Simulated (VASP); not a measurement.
Input:

```
Al
1.0
    0.00000     2.00578     2.00578
    2.00578     0.00000     2.00578
    2.00578     2.00578     0.00000
Al
1
Direct
  0.00000   0.00000   0.00000
```

All values below come from PBEsol GGA, VASP's PBE PAW potentials (set 64) (plane waves; VASP). Numerical set-up: 400 eV cut-off, 17×17×17 Γ-centred mesh, tetrahedra with Blöchl corrections, potentials Al.

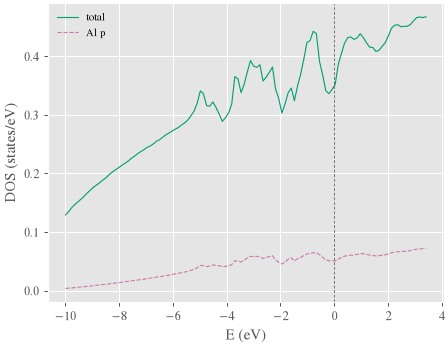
*Total and projected density of states, zero at the Fermi level*

Within 2 eV below the Fermi level the largest weight inside VASP's projection spheres is Al p, then Al s.

It has no gap at this level: it comes out as a metal or semimetal.

The compound is Al in the fcc structure. It was relaxed first.
